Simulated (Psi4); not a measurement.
**MP3/aug-cc-pVTZ run of NO+ (nitrosonium)**

Aim: the vertical singlet–triplet gap of NO+ (nitrosonium) at MP3/aug-cc-pVTZ, from 2 runs. The job is set up through an ASE script.

The calculation is run with Psi4 1.11.

## Step 1: The molecule

The species is NO+ (2 atoms), meant as a singlet with charge +1. As SMILES, `N#[O+]`. The bond length is the measured one.

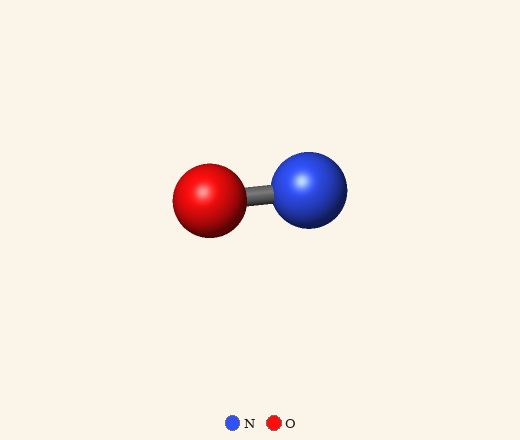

Viewed from a chosen angle; nitrogen blue, oxygen red.

## Step 2: A single-point energy at MP3/aug-cc-pVTZ

Input file no_ase.py:

```python
import numpy as np
from ase.calculators.psi4 import Psi4
from ase import Atoms

atoms = Atoms(['N', 'O'], positions=[
    [0.000000, 0.000000, 0.000000],
    [0.000000, 0.000000, 1.063220],
])
calc = Psi4(atoms=atoms, method='mp3', basis='aug-cc-pVTZ', memory='1600MB', num_threads=1, charge=1, multiplicity=1, label='no')
calc.psi4.set_options({'puream': True, 'e_convergence': 1e-09, 'd_convergence': 1e-08, 'scf_type': 'pk', 'num_frozen_docc': 2, 'mp_type': 'conv'})
atoms.calc = calc

print(f'energy: {atoms.get_potential_energy():.6f} eV')
```

The run is started by

```
python no_ase.py
```

no.dat:

```text
[...]
  Running in c1 symmetry.
[...]
  Nuclear repulsion =   27.871864522413048
[...]
  Multiplicity = 1
[...]
  Nalpha       = 7
  Nbeta        = 7
[...]
    Number of basis functions: 92
[...]
   @RHF iter   1:  -128.90478002594961   -1.21483e-01   3.84866e-03 DIIS/ADIIS
[...]
   @RHF iter   9:  -128.96624568420498   -2.90470e-11   3.11263e-09 DIIS
[...]
    Orbital Energies [Eh]
    ---------------------
    Doubly Occupied:
       1A    -21.208419     2A    -16.235966     3A     -2.152769
       4A     -1.349319     5A     -1.149491     6A     -1.149491
       7A     -1.139008
[...]
  @RHF Final Energy:  -128.96624568420498
   => Energetics <=
    Nuclear Repulsion Energy =             27.8718645224130483
    One-Electron Energy =                -224.9072959132480776
    Two-Electron Energy =                  68.0691857066300372
    Total Energy =                       -128.9662456842049778
[...]
 Multipole Moments:
 ------------------------------------------------------------------------------------
     Multipole            Electronic (a.u.)      Nuclear  (a.u.)        Total (a.u.)
 ------------------------------------------------------------------------------------
 L = 1.  Multiply by 2.5417464519 to convert [e a0] to [Debye]
 Dipole X            :         -0.0000000            0.0000000           -0.0000000
 Dipole Y            :          0.0000000            0.0000000            0.0000000
 Dipole Z            :         -0.2570034            0.0040314           -0.2529721
 Magnitude           :                                                    0.2529721
[...]
	SCS-MP2 Total Energy (a.u.)        :  -129.36714349500400
	SOS-MP2 Total Energy (a.u.)        :  -129.36251787840027
[...]
	SOS-PI-MP2 Total Energy (a.u.)     :  -129.39300035487685
[...]
	MP2 Total Energy (a.u.)            :  -129.37639472821152
[...]
	SCS-MP3 Total Energy (a.u.)        :  -129.36284385279745
[...]
	MP3 Total Energy (a.u.)            :  -129.35919615938536
[...]
```

Standard output:

```text
energy: -3520.043022 eV
```

Run time: 9.6 s. Hardware: 1 thread of Intel Xeon Platinum 8259CL at 2.50GHz (Skylake/Cascade Lake), shared host; peak memory 1 GiB.

## Step 3: The triplet at the same level

Input file no_ase.py:

```python
import numpy as np
from ase.calculators.psi4 import Psi4
from ase import Atoms

a = Atoms(['N', 'O'], positions=[
    [0.000000, 0.000000, 0.000000],
    [0.000000, 0.000000, 1.063220],
])
calc = Psi4(atoms=a, method='mp3', basis='aug-cc-pVTZ', memory='1600MB', num_threads=1, charge=1, multiplicity=3, label='calc', reference='uhf')
calc.psi4.set_options({'puream': True, 'e_convergence': 1e-09, 'd_convergence': 1e-08, 'scf_type': 'pk', 'num_frozen_docc': 2, 'maxiter': 100, 'mp_type': 'conv'})
a.calc = calc

print(f'energy: {a.get_potential_energy():.6f} eV')
```

The run is started by

```
python no_ase.py
```

calc.dat:

```text
[...]
  Running in c1 symmetry.
[...]
  Nuclear repulsion =   27.871864522413048
[...]
  Multiplicity = 3
[...]
  Nalpha       = 8
  Nbeta        = 6
[...]
    Number of basis functions: 92
[...]
   @UHF iter   1:  -128.59750891336890    1.85789e-01   4.74777e-03 ADIIS/DIIS
[...]
   @UHF iter  17:  -128.72383793714542   -4.52474e-11   4.38403e-09 DIIS
[...]
   @S^2 Observed:                2.231426087E+00
[...]
    Orbital Energies [Eh]
    ---------------------
    Alpha Occupied:
       1A    -21.134020     2A    -16.248177     3A     -2.125470
       4A     -1.463636     5A     -1.271760     6A     -1.210139
       7A     -1.137007     8A     -0.846720
    Alpha Virtual:
       9A     -0.275796    10A     -0.118414    11A     -0.083325
      12A     -0.077996    13A     -0.076641    14A     -0.004889
      15A      0.012630    16A      0.020797    17A      0.105480
      18A      0.150949    19A      0.151343    20A      0.226326
      21A      0.280413    22A      0.289696    23A      0.345903
      24A      0.348169    25A      0.354079    26A      0.410317
[...]
  @UHF Final Energy:  -128.72383793714542
   => Energetics <=
    Nuclear Repulsion Energy =             27.8718645224130483
    One-Electron Energy =                -224.9848869494823589
    Two-Electron Energy =                  68.3891844899239061
    Total Energy =                       -128.7238379371454187
  UHF NO Occupations:
  HONO-2 :    6  A 1.8824881
  HONO-1 :    7  A 1.0000000
[...]
 Multipole Moments:
 ------------------------------------------------------------------------------------
     Multipole            Electronic (a.u.)      Nuclear  (a.u.)        Total (a.u.)
 ------------------------------------------------------------------------------------
 L = 1.  Multiply by 2.5417464519 to convert [e a0] to [Debye]
 Dipole X            :          0.0000000            0.0000000            0.0000000
 Dipole Y            :          0.0000000            0.0000000            0.0000000
 Dipole Z            :         -0.8563295            0.0040314           -0.8522981
 Magnitude           :                                                    0.8522981
[...]
	SCS-MP2 Total Energy (a.u.)        :  -129.03395781992623
	SOS-MP2 Total Energy (a.u.)        :  -129.02717260180125
[...]
	SOS-PI-MP2 Total Energy (a.u.)     :  -129.05050603754401
[...]
	MP2 Total Energy (a.u.)            :  -129.04752825617618
[...]
	SCS-MP3 Total Energy (a.u.)        :  -129.03574928611317
[...]
	MP3 Total Energy (a.u.)            :  -129.05469412092390
[...]
```

The script printed:

```text
energy: -3511.757100 eV
```

It took 19 s on 1 thread of Intel Xeon Platinum 8259CL at 2.50GHz (Skylake/Cascade Lake), shared host; peak memory 1.1 GiB.

## Step 4: What came out

Level: MP3/aug-cc-pVTZ, 2 core orbitals frozen.

| quantity | value |
| --- | --- |
| singlet: total energy | -129.35920 Eh |
| singlet: HOMO energy (Hartree–Fock orbitals) | -30.99 eV |
| singlet: LUMO energy (Hartree–Fock orbitals) | -7.60 eV |
| singlet: HOMO–LUMO gap (Hartree–Fock orbitals) | 23.39 eV |
| singlet: correlation energy (2 core orbitals frozen) | -393.0 mEh |
| triplet: total energy | -129.05469 Eh |
| triplet: HOMO energy (Hartree–Fock orbitals) (highest over α and β) | -23.04 eV |
| triplet: LUMO energy (Hartree–Fock orbitals) (lowest over α and β) | -13.11 eV |
| triplet: correlation energy (2 core orbitals frozen) | -330.9 mEh |
| triplet: ⟨S²⟩ of the reference determinant | 2.231 |
| vertical energy of the triplet above the singlet | 8.286 eV |

**Reading.** At this shape the triplet lies 8.29 eV (799 kJ/mol) above the singlet. ⟨S²⟩ (triplet) is 2.23 where a pure triplet has 2.00: the reference is spin-contaminated.
